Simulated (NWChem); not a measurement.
# BH3O3 (boric acid): levels of theory compared

Aim: a comparison of 4 runs (wB97X/def2-SVPD, B2PLYP/def2-SVPD, CAM-B3LYP/def2-SVPD, M06-2X/def2-SVPD) of BH3O3 (boric acid). 

Program for the calculation: NWChem 7.3.0.

## (1) The system as given

The species is BH3O3 (7 atoms), meant as a singlet with charge 0. SMILES: `OB(O)O`. Geometry: relaxed at PBE0-D4/def2-TZVP. This is a higher conformer, about 20 kJ/mol above the lowest found by a separate search.

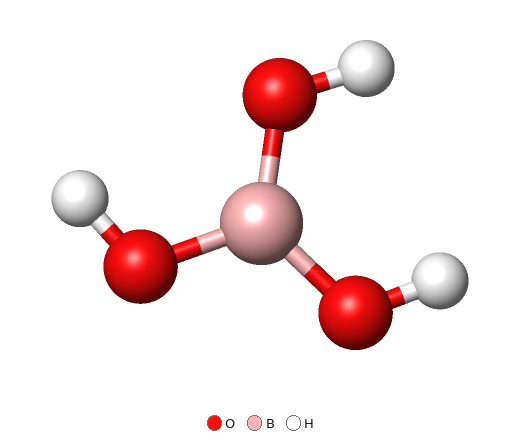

Viewed from a chosen angle; oxygen red, boron pink, hydrogen white.

## (2) Energy and gradient at wB97X/def2-SVPD (run 1)

run.py

```python
from ase import Atoms
from ase.calculators.nwchem import NWChem

system = Atoms(['O', 'B', 'O', 'O', 'H', 'H', 'H'], positions=[
    [-1.109700, 0.802600, 0.321900],
    [-0.012200, -0.006800, 0.228700],
    [0.501200, -0.469300, 1.400100],
    [0.600700, -0.381300, -0.945400],
    [-1.457400, 1.118600, -0.511500],
    [1.266800, -1.028200, 1.254500],
    [0.210500, -0.035700, -1.748300],
])

calc = NWChem(
    label='mymol',
    theory='dft',
    memory='2200 mb',
    basis='def2-SVPD',
    basispar='spherical bse',
    dft={'xc': 'wb97x', 'mult': '1', 'grid': 'fine', 'convergence': 'energy 1e-08', 'iterations': '100', 'mulliken': None, 'print': 'low'},
)
system.calc = calc

forces = system.get_forces()
print("Total energy (eV):", round(system.get_potential_energy(), 6))
print("forces (eV/A):")
for s, f in zip(system.symbols, forces):
    print(f"{s:2s} {f[0]:10.5f} {f[1]:10.5f} {f[2]:10.5f}")
```

Run with:

```bash
$ export ASE_NWCHEM_COMMAND="nwchem PREFIX.nwi > PREFIX.nwo"
$ python run.py
```

Output:

```text
Total energy (eV): -6864.351933
forces (eV/A):
O    -0.04803    0.04541   -0.14223
B     0.00242   -0.01491    0.19366
O     0.09426   -0.07173    0.02468
O    -0.05147    0.04561   -0.10624
H    -0.08351    0.06104    0.01419
H     0.03682   -0.03276    0.07677
H     0.04952   -0.03265   -0.06088
```

The calculator wrote mymol.nwi:

```
title "mymol"

permanent_dir mymol

scratch_dir mymol

start mymol

geometry units angstrom nocenter noautosym noautoz
  O  -1.1096999999999999e+00 8.0259999999999998e-01 3.2190000000000002e-01
  B  -1.2200000000000001e-02 -6.7999999999999996e-03 2.2869999999999999e-01
  O  5.0119999999999998e-01 -4.6929999999999999e-01 1.4000999999999999e+00
  O  6.0070000000000001e-01 -3.8129999999999997e-01 -9.4540000000000002e-01
  H  -1.4574000000000000e+00 1.1186000000000000e+00 -5.1149999999999995e-01
  H  1.2667999999999999e+00 -1.0282000000000000e+00 1.2544999999999999e+00
  H  2.1049999999999999e-01 -3.5700000000000003e-02 -1.7483000000000000e+00
end

memory 2200 mb

basis spherical bse noprint
   * library def2-SVPD
end

dft
  xc wb97x
  mult 1
  grid fine
  convergence energy 1e-08
  iterations 100
  mulliken
  print low
end

task dft gradient
```

mymol.nwo:

```text
Northwest Computational Chemistry Package (NWChem) 7.3.0
             --------------------------------------------------------

           Job information
           ---------------

    nwchem branch   = 7.3.0
    use scalapack   = T
    input           = mymol.nwi
    prefix          = mymol.
    data base       = mymol/mymol.db
    status          = startup
    nproc           =        1

           Memory information
           ------------------

    heap     =     72089594 doubles =      550.0 Mbytes
    stack    =     72089599 doubles =      550.0 Mbytes
    global   =    144179200 doubles =     1100.0 Mbytes (distinct from heap & stack)
    total    =    288358393 doubles =     2200.0 Mbytes
    verify   = yes
    hardfail = no

[... 39 lines left out ...]
            Nuclear Dipole moment (a.u.)
[... 75 lines left out ...]
   convergence    iter        energy       DeltaE   RMS-Dens  Diis-err    time
[... 12 lines left out ...]
         Total DFT energy =     -252.260282762220
      One electron energy =     -576.361542554865
           Coulomb energy =      238.836956352692
    Exchange-Corr. energy =      -30.965339453326
 Nuclear repulsion energy =      116.229642893279
[... 37 lines left out ...]
                         DFT ENERGY GRADIENTS

    atom               coordinates                        gradient
                 x          y          z           x          y          z
   1 O      -2.097029   1.516694   0.608303    0.000934  -0.000883   0.002766
   2 B      -0.023055  -0.012850   0.432180   -0.000047   0.000290  -0.003766
   3 O       0.947131  -0.886848   2.645805   -0.001833   0.001395  -0.000480
   4 O       1.135158  -0.720553  -1.786547    0.001001  -0.000887   0.002066
   5 H      -2.754087   2.113847  -0.966595    0.001624  -0.001187  -0.000276
   6 H       2.393905  -1.943016   2.370661   -0.000716   0.000637  -0.001493
   7 H       0.397787  -0.067463  -3.303808   -0.000963   0.000635   0.001184

 Task  times  cpu:      186.8s     wall:      186.8s
 Total times  cpu:      186.9s     wall:      186.9s
```

Wall time 3.1 min (1 thread of AMD EPYC 7R43 (Zen 3), shared host); peak memory 0.11 GiB.

## (3) A single-point energy at B2PLYP/def2-SVPD (run 2)

geom.nw

```
start geom
title "BH3O3"
memory 2200 mb

geometry units angstroms noautosym nocenter noautoz
O    -1.109700    0.802600    0.321900
B    -0.012200   -0.006800    0.228700
O     0.501200   -0.469300    1.400100
O     0.600700   -0.381300   -0.945400
H    -1.457400    1.118600   -0.511500
H     1.266800   -1.028200    1.254500
H     0.210500   -0.035700   -1.748300
end

basis spherical bse
O library def2-SVPD
B library def2-SVPD
H library def2-SVPD
end

dft
xc hfexch 0.53 becke88 0.47 lyp 0.73 mp2 0.27
dftmp2 semidirect
grid fine
convergence energy 1e-08
iterations 100
mulliken
end

mp2
freeze core 4
end

task dft
```

Run with:

```bash
$ nwchem geom.nw > geom.out
```

Output:

```text
[...]
          Wavefunction type:  closed shell.
          No. of atoms     :     7
          No. of electrons :    32
[...]
          Charge           :     0
          Spin multiplicity:     1
[...]
          AO basis - number of functions:   113
[...]
              XC Information
              --------------
                     Hartree-Fock (Exact) Exchange  0.530
                    Becke 1988 Exchange Functional  0.470
              Lee-Yang-Parr Correlation Functional  0.730
[...]
 d= 0,ls=0.0,diis     1   -251.7916908938 -3.68D+02  1.22D-02  9.02D-01     3.4
[...]
 d= 0,ls=0.0,diis     8   -251.8932899568 -5.58D-09  1.11D-06  3.11D-08    20.4
         Total DFT energy =     -251.893289956762
      One electron energy =     -576.402831972500
           Coulomb energy =      238.903042313076
    Exchange-Corr. energy =      -30.623143190617
 Nuclear repulsion energy =      116.229642893280
[...]
      Total Density - Mulliken Population Analysis
     ---------------------------------------------
    Atom       Charge   Shell Charges
 -----------   ------   -------------------------------------------------------
    1 O    8     8.53   1.99  1.07  0.60  0.24  2.90  1.60  0.11  0.01 -0.01
    2 B    5     3.96   1.98  0.79 -0.42 -0.04  1.57 -0.30  0.27  0.10
    3 O    8     8.50   1.99  1.07  0.61  0.26  2.91  1.60  0.06  0.01 -0.01
    4 O    8     8.40   1.99  1.07  0.61  0.12  2.91  1.62  0.09  0.01 -0.00
    5 H    1     0.90   0.71  0.10  0.07  0.02
    6 H    1     0.82   0.71  0.03  0.07  0.02
    7 H    1     0.89   0.71  0.09  0.07  0.02
[...]
  Basis functions       =    113
[...]
```

Wall time 25 s (1 thread of AMD EPYC 7R43 (Zen 3), shared host); peak memory 0.38 GiB.

Run 3 isn't shown in full; the table further down has it.

## (4) Energy and forces at M06-2X/def2-SVPD (run 4)

m1.xyz

```xyz
7
BH3O3
O     -1.109700     0.802600     0.321900
B     -0.012200    -0.006800     0.228700
O      0.501200    -0.469300     1.400100
O      0.600700    -0.381300    -0.945400
H     -1.457400     1.118600    -0.511500
H      1.266800    -1.028200     1.254500
H      0.210500    -0.035700    -1.748300
```

m1.nw

```
START m1
TITLE "BH3O3"
memory stack 880 mb heap 220 mb global 1100 mb
GEOMETRY noautosym nocenter noautoz
load m1.xyz
END
BASIS spherical bse
* library def2-SVPD
END
DFT
xc m06-2x
grid fine
convergence energy 1e-08
maxiter 100
mulliken
noprint "final vectors analysis"
END
TASK dft gradient
```

Run with:

```bash
$ nwchem m1.nw > m1.out
```

Output:

```text
[...]
          Wavefunction type:  closed shell.
          No. of atoms     :     7
          No. of electrons :    32
[...]
          Charge           :     0
          Spin multiplicity:     1
[...]
          AO basis - number of functions:   113
[...]
              XC Information
              --------------
                       M06-2X Method XC Functional
                     Hartree-Fock (Exact) Exchange  0.540
                        M06-2X Exchange Functional  1.000
                      M06-2X Correlation Potential  1.000
[...]
 d= 0,ls=0.0,diis     1   -252.1237165408 -3.68D+02  1.34D-02  9.23D-01     4.0
[...]
 d= 0,ls=0.0,diis     8   -252.2302836336 -9.28D-09  1.78D-06  8.99D-08    27.0
         Total DFT energy =     -252.230283633609
      One electron energy =     -576.374448854798
           Coulomb energy =      238.857323488711
    Exchange-Corr. energy =      -30.942801160801
 Nuclear repulsion energy =      116.229642893280
[...]
      Total Density - Mulliken Population Analysis
     ---------------------------------------------
    Atom       Charge   Shell Charges
 -----------   ------   -------------------------------------------------------
    1 O    8     8.50   1.99  1.07  0.60  0.22  2.90  1.59  0.12  0.01 -0.01
    2 B    5     4.03   1.98  0.80 -0.40 -0.04  1.60 -0.26  0.26  0.08
    3 O    8     8.49   1.99  1.07  0.61  0.25  2.91  1.59  0.07  0.01 -0.01
    4 O    8     8.37   1.99  1.06  0.61  0.10  2.91  1.61  0.10  0.01 -0.01
    5 H    1     0.90   0.71  0.10  0.07  0.02
    6 H    1     0.82   0.70  0.03  0.07  0.02
    7 H    1     0.89   0.71  0.09  0.07  0.02
[...]
  wavefunction    = closed shell
                         DFT ENERGY GRADIENTS
    atom               coordinates                        gradient
                 x          y          z           x          y          z
   1 O      -2.097029   1.516694   0.608303   -0.000851   0.000468   0.002405
   2 B      -0.023055  -0.012850   0.432180   -0.000103   0.000352  -0.004069
   3 O       0.947131  -0.886848   2.645805   -0.000473   0.000292   0.000861
   4 O       1.135158  -0.720553  -1.786547    0.001474  -0.001061  -0.000505
   5 H      -2.754087   2.113847  -0.966595    0.001858  -0.001421   0.000589
   6 H       2.393905  -1.943016   2.370661   -0.001481   0.001184  -0.001170
   7 H       0.397787  -0.067463  -3.303808   -0.000423   0.000185   0.001890
[...]
```

It took 39 s on 1 thread of AMD EPYC 7R43 (Zen 3), shared host; peak memory 0.11 GiB.

## (5) All runs side by side

| run | level | task | frozen core orbitals | energy (Eh) | largest force (eV/Å) | wall time |
| --- | --- | --- | --- | --- | --- | --- |
| 1 | wB97X/def2-SVPD | gradient | – | -252.260283 | 0.194 | 3.1 min |
| 2 | B2PLYP/def2-SVPD | energy | 4 | -252.112670 | – | 25 s |
| 3 | CAM-B3LYP/def2-SVPD | gradient | – | -252.242242 | 0.247 | 3.5 min |
| 4 | M06-2X/def2-SVPD | gradient | – | -252.230284 | 0.210 | 39 s |

## (6) Outcome

| quantity | value |
| --- | --- |
| run 4: total energy | -252.23028 Eh |
| run 4: dipole moment | 3.03 D |
| run 4: largest force on an atom | 0.210 eV/Å |

**Reading.** Over runs 2, 3, 4 the dipole moment (its size) runs from 3.03 D (M06-2X/def2-SVPD) to 3.09 D (B2PLYP/def2-SVPD). A double hybrid's value is that of its SCF part. Totals of different functionals can't be ranked against each other. All runs together took 7.7 min, the longest 3.5 min.
